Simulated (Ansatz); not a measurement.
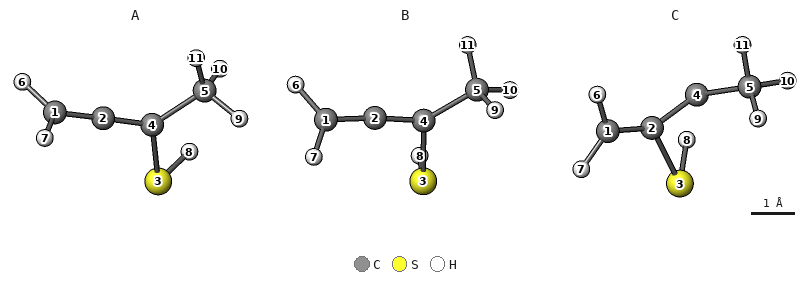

3 geometries from a converged minimum-energy path of C₄H₆S, shuffled. Style: ball-and-stick. Shown from a free direction.

Method: Ansatz 0.2.0, RKS PBE-D4/def2-SVP. Run with 5 movable images; climbing image; force threshold 0.05 eV/Å; iteration limit 60; starting path through a guess of the saddle point.

**Which of them lies highest in energy?**

C. In order along the path, whose images run from 0 to 6: C (image 2, +2.81 eV), B (image 4, +0.80 eV), A (image 6, +0.46 eV). Breaking: C2–S3 (1.75 → 1.83 at the top → 2.69 Å), C4–H8 (1.11 → 1.87 at the top → 2.37 Å). Forming: S3–H8 (2.51 → 1.40 at the top → 1.37 Å).

Cost: 110 s on 2 threads of Intel(R) Xeon(R) 6975P-C (Granite Rapids), with other jobs on the host, peak memory 0.16 GiB.
